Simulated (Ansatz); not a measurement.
Electronic density of states of amorphous In24O39Lu2, density 6.91 g/cm³, on a 2×2×2 Γ-centred mesh with a Gaussian width of 0.1 eV; energies count from the Fermi level, whose place inside the gap is arbitrary. Cell and mesh are small, so fine structure isn't converged. These are PBE, scalar-relativistic without spin-orbit coupling (plane waves to 420 eV, PAW; Ansatz, a quantum-chemistry and plane-wave program) values and carry that method's errors. Sampling: a 2×2×2 Γ-centred mesh; Fermi-Dirac width 0.02 eV; no spin polarisation. At PBE the levels at the filled edge of the gap are localised (band-tail or defect states), and the nearest spread-out levels lie 0.6 eV apart at the zone centre.

The cell was made by melting and quenching with the CHGNet potential and then relaxed with DFT. O atoms were pushed apart under 1.9 Å during the dynamics, to hinder bonds among them. The hot cell started wider than the set density and was brought back towards it in steps. It is the lowest in DFT energy of 2 quenches. It is a model cell: composition and starting density were chosen by hand, and all elements were melted together. No dispersion term was used. Its density started from a set value of 6.73 and ended at 6.91 g/cm³. The quench (nominally 280 K/ps over its main leg) was far faster than any real one, so the model tends to hold more defects than a real film. Values belong to this one cell and scatter from quench to quench. Volume and shape were free in the relaxation. Stress components on the final sampling reach 0.9 GPa. Cycles of charging lowered its energy after that relaxation.

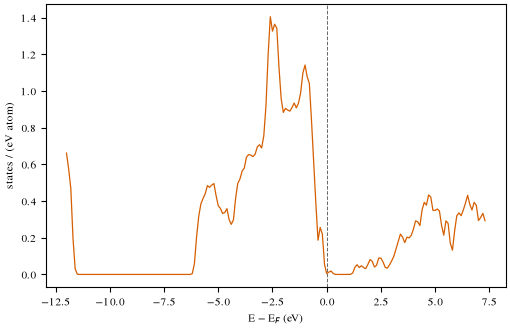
Fig. 1. Density of states per atom

The level gap on this mesh is 0.38 eV; the broadening fills part of it in the curve.
